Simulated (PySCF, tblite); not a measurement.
# C3H13BO2Si3: geometry, infrared bands and NMR shifts

What infrared bands and NMR shifts should C3H13BO2Si3 (`CB[C@@H]1C[SiH2]O[Si@H]1O[SiH3]`) show?

The runs use tblite 0.8.0 and PySCF 2.14.0, with density-fitted response routines of our own; the level of theory stands in each step. All values are computed, except where a source is named. Atoms are numbered from 0 throughout.

### Step 1. The molecule as given

22 atoms, charge 0, multiplicity 1; geometry from: force field or distance geometry start.

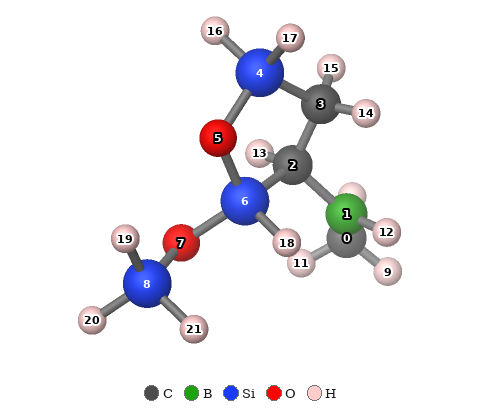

The starting geometry (carbon dark grey, boron green, silicon blue, oxygen red, hydrogen pink), atoms numbered; sticks join atoms by distance.

### Step 2. Geometry optimisation with GFN2-xTB

The job: settings as JSON, then the geometry in Å.

```
{"job": {"kind": "relax", "xc": "GFN2-xTB", "basis": "xTB"}, "charge": 0, "multiplicity": 1}
C     -2.740700     1.385400    -0.937400
B     -1.743100     0.973900     0.203300
C     -0.825800    -0.340700     0.063000
C     -1.050800    -1.324400     1.178700
Si     0.533100    -2.313200     1.292200
O      1.795900    -1.287100     0.729000
Si     0.979500     0.097500     0.109300
O      1.534700     0.460200    -1.473100
Si     3.124900     1.081300    -1.300400
H     -3.282600     2.318200    -0.642200
H     -3.493400     0.575500    -1.093800
H     -2.191900     1.559000    -1.876100
H     -1.654500     1.637900     1.195100
H     -1.042800    -0.830400    -0.917000
H     -1.198100    -0.811500     2.166400
H     -1.917200    -1.996400     0.991700
H      0.440900    -3.475200     0.398800
H      0.785600    -2.745400     2.668100
H      1.182300     1.235000     1.032600
H      4.003300     0.089000    -0.662000
H      3.655800     1.408700    -2.627600
H      3.094400     2.321900    -0.499500
```

Run with:

```console
OMP_NUM_THREADS=1 python probes_run.py task.json out
```

The driver reads the jobs from task.json and runs them one after another.

**Question.** This job is followed by: GFN2-xTB harmonic vibrations, gas phase; GIAO PBE0/pcSseg-1 NMR shielding, non-relativistic, gas phase. Predict these results of the whole session: strongest single infrared mode (GFN2-xTB); zero-point energy (GFN2-xTB); 13C shifts against TMS (PBE0/pcSseg-1); 1H shifts against TMS (PBE0/pcSseg-1, means over atoms taken as alike); 11B shifts against BF3·OEt2 (PBE0/pcSseg-1); 29Si shifts against TMS (PBE0/pcSseg-1); 17O shifts against H2O (PBE0/pcSseg-1).

As calculated:

| quantity | value |
| --- | --- |
| strongest single infrared mode (GFN2-xTB) | 1096 cm⁻¹, 659 km/mol |
| zero-point energy (GFN2-xTB) | 95.1 kcal/mol |
| 13C shifts against TMS (PBE0/pcSseg-1) | 47.8, 18.8, 15.2 ppm |
| 1H shifts against TMS (PBE0/pcSseg-1, means over atoms taken as alike) | 7.56, 5.25, 5.14, 5.14, 4.74, 2.21, 1.85, 1.61, 1.06 ppm |
| 11B shifts against BF3·OEt2 (PBE0/pcSseg-1) | 85.7 ppm |
| 29Si shifts against TMS (PBE0/pcSseg-1) | -8.0, -21.7, -44.5 ppm |
| 17O shifts against H2O (PBE0/pcSseg-1) | 77.6, 49.4 ppm |

**Reading.** Over 168 steps the energy fell by 1.218 eV; of the close pairs, Si6–O7 changed most, 1.716 to 1.613 Å. No mode is imaginary among the 60: a minimum at this level. The strongest single mode, at 1096 cm⁻¹, moves mainly O7. GFN2-xTB is a fitted tight-binding method: band positions and strengths are rough. Its intensities can rank the bands wrongly. At PBE0/pcSseg-1: Shielding is most anisotropic at B1 (span 176 ppm, paramagnetic term -178 ppm).
